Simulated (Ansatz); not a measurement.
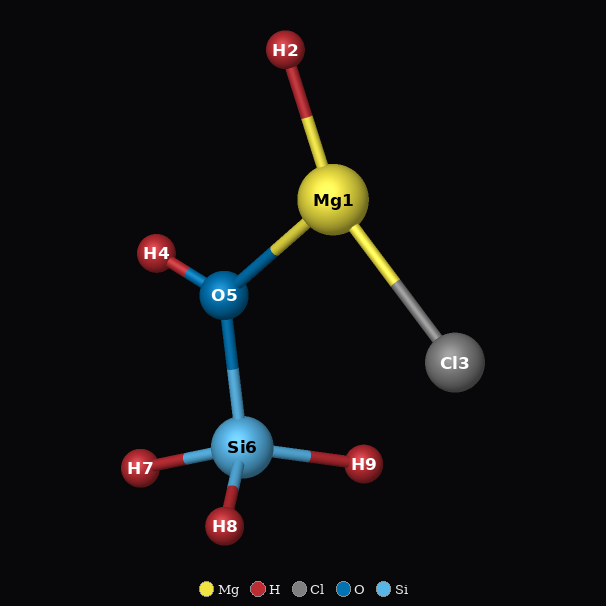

Harmonic vibrations computed with RKS PBE0-D4/def2-TZVP (Ansatz 0.2.0) at a stationary point of the same level.

Is this a minimum or a saddle point?

A minimum: no imaginary frequency, and the lowest mode lies at 79 cm⁻¹.

List the wavenumbers.

21 modes: 79, 84, 208, 214, 274, 333, 381, 398, 436, 692, 699, 786, 937, 957, 962, 1027, 1614, 2225, 2291, 2307, 3881 cm⁻¹.
